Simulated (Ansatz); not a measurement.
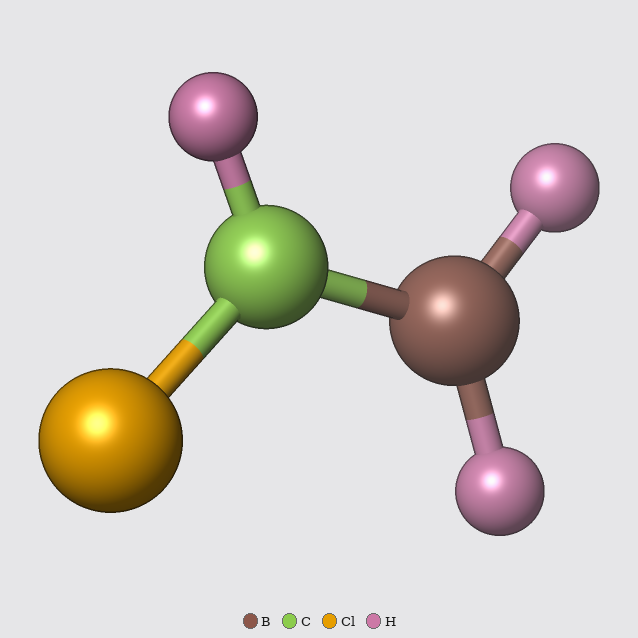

The picture shows a molecular structure as a ball-and-stick model.

The species is neutral and a spin doublet.

Question: Give the formula.

Answer: CH3BCl, 6 atoms: 1 carbon, 3 hydrogen, 1 boron and 1 chlorine.

Question: How many sets of symmetry-equivalent atoms are there?

Answer: 6: 1 B, 1 C, 1 Cl, 1 H, 1 H, 1 H.

More results for the same structure follow; atom numbers are the same in all pictures, views and colours differ. The geometry was computed by an optimisation with PBE0-D4/def2-TZVP. No frequency run is at hand to confirm it as a minimum.

**Shape**

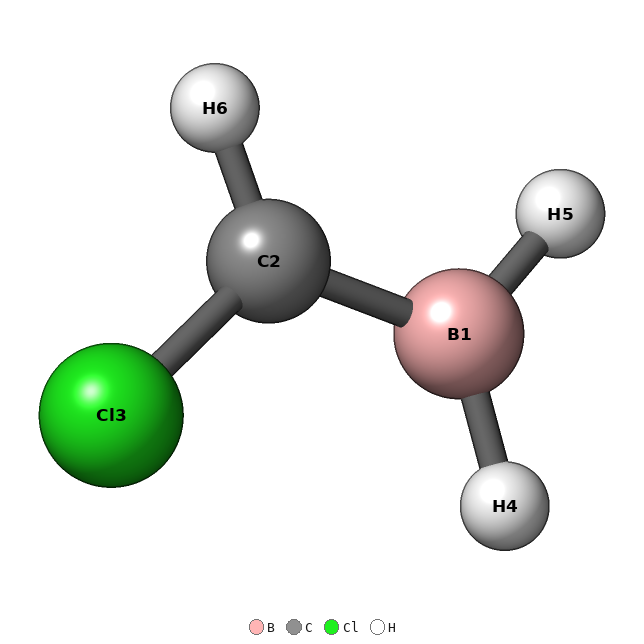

No frequency run is at hand to confirm it as a minimum.

List the bonds and their lengths.

```tsv
bond	length (Å)
B1–C2	1.513
B1–H4	1.193
B1–H5	1.195
C2–Cl3	1.694
C2–H6	1.086
```

**Charges**

The questions are on Mulliken charges. No frequency run is at hand to confirm it as a minimum. Method: UKS PBE0-D4/def2-TZVP (Ansatz 0.2.0).

List the Mulliken charges.

```json
{"atom": "B1", "value (e)": "−0.09"}
{"atom": "C2", "value (e)": "−0.09"}
{"atom": "Cl3", "value (e)": "−0.01"}
{"atom": "H4", "value (e)": "0.02"}
{"atom": "H5", "value (e)": "0.02"}
{"atom": "H6", "value (e)": "0.16"}
```

**Dipole moment**

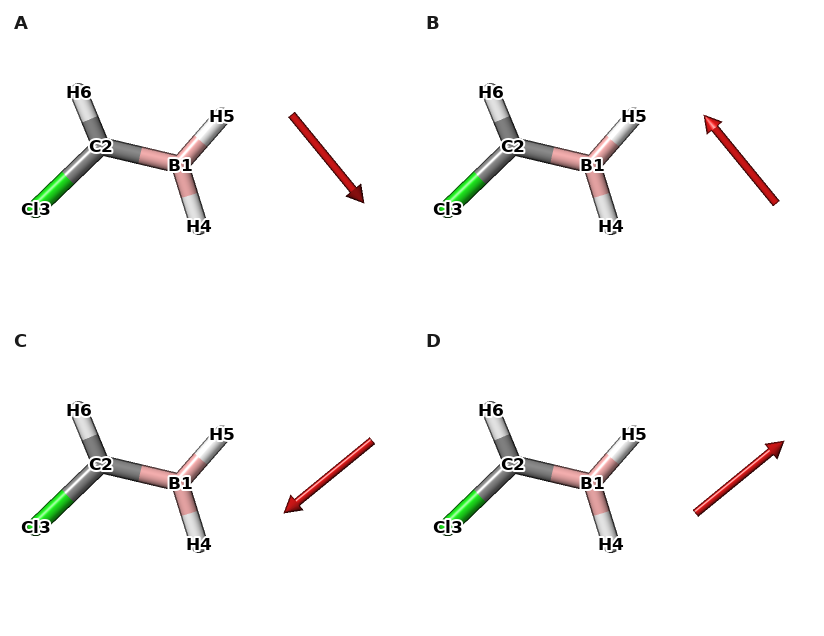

The same molecule four times, each with an arrow. No frequency run is at hand to confirm it as a minimum. Properties computed with UKS PBE0-D4/def2-TZVP (Ansatz 0.2.0).

Question: Which arrow points along the dipole moment, from the negative to the positive end?

Answer: B. The dipole moment is 1.01 D; it points from the side of H4 to the side of H6 (the outermost atoms at the two ends).

**Electronic properties**

No frequency run is at hand to confirm it as a minimum. Method: UKS PBE0-D4/def2-TZVPP (Ansatz 0.2.0).

Predict the main results.

- HOMO energy (Kohn–Sham orbital): −7.34 eV
- ⟨S²⟩ of the determinant: 0.754

Mulliken values depend strongly on the basis set and can even reverse the polarity of a bond.
